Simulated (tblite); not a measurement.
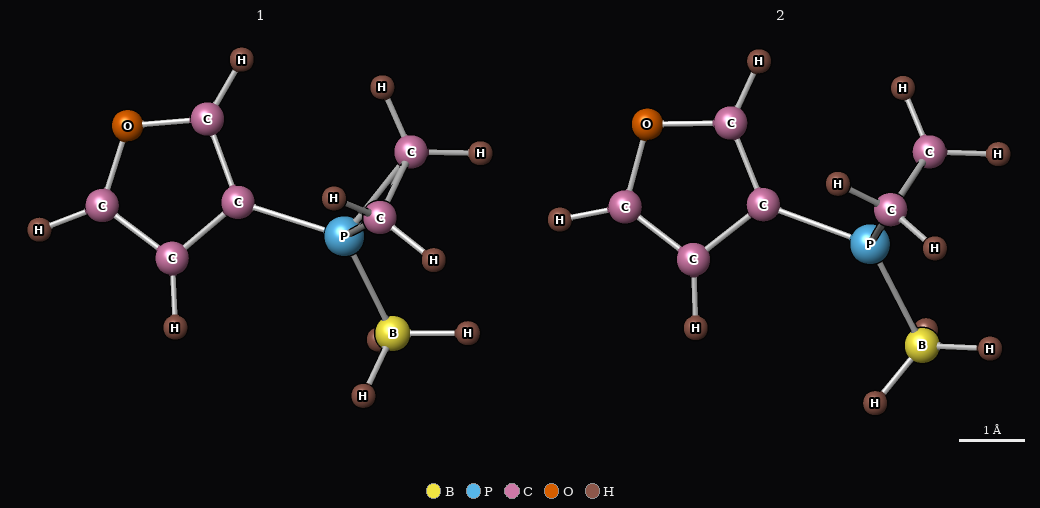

Two geometries of C6H10BOP, drawn at one scale. One is the start of a relaxation, the other its converged end. Style: ball-and-stick. Shown from a free direction.

Level of theory: GFN2-xTB geometry optimisation, gas phase in tblite. 

### Which of the two is the end point?

Structure 2 is the relaxed one. The energy falls by 14.7 kcal/mol in 81 geometry steps. An H atom moves most after the best rigid fit: 0.45 Å. By element the largest moves are H 0.45 Å, B 0.25 Å, O 0.22 Å, C 0.20 Å, P 0.16 Å. Near-neighbour distances that change, for instance: B–P 1.870 → 1.948 Å, C–H 1.128 → 1.082 Å, C–C 1.380 → 1.426 Å, C–O 1.300 → 1.339 Å. Bond angles that change, for instance: C–P–C 119.1° → 104.2°, O–C–H 128.4° → 117.2°, B–P–C 114.1° → 123.7°.
